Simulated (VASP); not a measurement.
Band structure of Be2C (antifluorite). All values below come from PBE GGA, VASP's PBE PAW potentials (set 64) (plane waves; VASP).

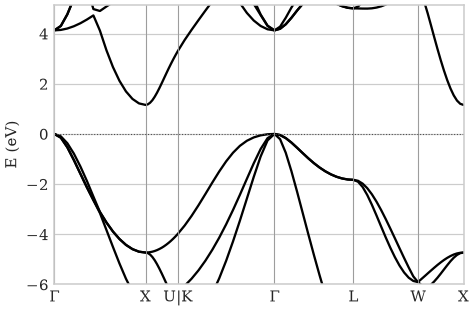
Bands along high-symmetry lines, zero at the valence-band maximum or, without a gap, the Fermi level

Question: Read the plot: is there a gap, and where are the band edges?

Answer: The gap is indirect, 1.16 eV, from the valence maximum at Γ to the conduction minimum at X. (Edges off the drawn lines would not show.)

The compound is Be2C in the antifluorite structure. It was relaxed first.
